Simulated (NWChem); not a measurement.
# AlHBr (SMILES [AlH][Br]): UB3LYP/aug-cc-pVDZ

What is the vertical ionisation energy of AlHBr at UB3LYP/aug-cc-pVDZ? 

Program for the calculation: NWChem 7.3.0.

**1. The system as given**

The species is AlHBr (3 atoms), meant as a doublet with charge 0. As SMILES, `[AlH][Br]`. The coordinates come from a PBE0-D4/def2-TZVP relaxation.

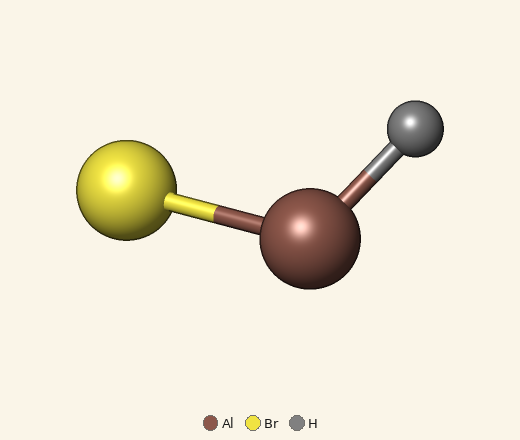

The structure, seen from a chosen angle (aluminium brown, bromine yellow, hydrogen grey).

**2. A single-point energy at UB3LYP/aug-cc-pVDZ**

Contents of albrh.nw:

```
start albrh
memory total 2200 mb
charge 0

geometry units atomic noautosym nocenter noautoz
 Al  -0.56068174  -1.18674801  -0.45183352
 Br   2.99427104   0.01625164   1.64614043
 H   -2.45456526   1.04804211  -1.21944027
end

basis spherical bse
 * library aug-cc-pVDZ
end

dft
 xc b3lyp
 mult 2
 grid fine
 convergence energy 1e-08
 iterations 100
 mulliken
 print low
end

task dft
```

The run is started by

```console
$ nwchem albrh.nw > albrh.out
```

What it wrote:

```text
[...]
 d= 0,ls=0.0,diis     1  -2817.1894270956 -2.93D+03  9.50D-03  6.13D-02    12.7
[...]
 d= 0,ls=0.0,diis    10  -2817.2233151199 -7.63D-09  6.02D-07  5.21D-10    62.0
[...]
         Total DFT energy =    -2817.223315119904
      One electron energy =    -4150.121343193169
           Coulomb energy =     1327.530765869038
    Exchange-Corr. energy =     -110.356856636721
 Nuclear repulsion energy =      115.724118840948
[...]
      Total Density - Mulliken Population Analysis
     ---------------------------------------------
    Atom       Charge   Shell Charges
 -----------   ------   -------------------------------------------------------
    1 Al  13    12.87   2.00  2.03  0.87  0.48  0.02  6.02  0.85  0.40  0.01  0.19  0.02
    2 Br  35    35.25   2.00  2.00  2.03  1.09  0.81  0.05  6.00  6.01  2.71  2.44  0.09  9.95  0.07  0.01
    3 H    1     0.88   0.71  0.21 -0.05  0.01  0.00
[...]
      <S2> =      0.7530 (Exact =     0.7500)
[...]
```

Wall time 63 s (1 thread of Intel Xeon Platinum 8488C (Sapphire Rapids), shared host); peak memory 0.12 GiB.

**3. The singlet cation at the same level**

Contents of albrh.nw:

```
start albrh
memory total 2200 mb
charge 1
geometry units angstroms noautosym nocenter noautoz
   Al    -0.296700    -0.628000    -0.239100
   Br     1.584500     0.008600     0.871100
   H     -1.298900     0.554600    -0.645300
end
basis "ao basis" spherical bse
   Al library aug-cc-pVDZ
   Br library aug-cc-pVDZ
   H library aug-cc-pVDZ
end
dft
   xc b3lyp
   grid fine
   convergence energy 1e-08
   maxiter 100
   mulliken
   noprint "final vectors analysis"
end
task dft energy
```

The run is started by

```console
$ nwchem albrh.nw > albrh.out
```

What it wrote:

```text
[...]
          Wavefunction type:  closed shell.
          No. of atoms     :     3
          No. of electrons :    48
[...]
          Charge           :     1
          Spin multiplicity:     1
[...]
          AO basis - number of functions:    72
[...]
              XC Information
              --------------
                         B3LYP Method XC Potential
                     Hartree-Fock (Exact) Exchange  0.200
                        Slater Exchange Functional  0.800 local
                    Becke 1988 Exchange Functional  0.720 non-local
              Lee-Yang-Parr Correlation Functional  0.810
                  VWN I RPA Correlation Functional  0.190 local
[...]
 d= 0,ls=0.0,diis     1  -2816.5569226723 -2.93D+03  4.18D-02  3.42D+00    17.4
[...]
 d= 0,ls=0.0,diis    11  -2816.9188670371 -3.96D-09  5.96D-07  1.34D-09    95.0
         Total DFT energy =    -2816.918867037054
      One electron energy =    -4138.285836005441
           Coulomb energy =     1315.708473493722
    Exchange-Corr. energy =     -110.065631652980
 Nuclear repulsion energy =      115.724127127645
[...]
      Total Density - Mulliken Population Analysis
     ---------------------------------------------
    Atom       Charge   Shell Charges
 -----------   ------   -------------------------------------------------------
    1 Al  13    12.33   2.00  2.03  0.89  0.29  0.02  6.02  0.72  0.19  0.00  0.16  0.01
    2 Br  35    34.93   2.00  2.00  2.03  1.12  0.79  0.02  6.00  6.01  2.66  2.25  0.02  9.95  0.07  0.01
    3 H    1     0.74   0.64  0.15 -0.06  0.01 -0.00
[...]
```

Run time: 96 s. Hardware: 1 thread of Intel Xeon Platinum 8488C (Sapphire Rapids), shared host; peak memory 0.12 GiB.

**4. Results**

Level: UB3LYP/aug-cc-pVDZ.

| quantity | value |
| --- | --- |
| doublet AlHBr: total energy | -2817.22332 Eh |
| doublet AlHBr: ⟨S²⟩ | 0.753 |
| singlet cation: total energy | -2816.91887 Eh |
| vertical ionisation energy (to the singlet cation) | 8.284 eV |

**Reading.** The vertical ionisation energy comes to 8.28 eV (799 kJ/mol). Only the singlet of the ionised species was computed; a triplet could lie lower. Mulliken charges (doublet AlHBr) run from -0.25 on Br2 to +0.13 on Al1; in a basis this large or diffuse they mean little.
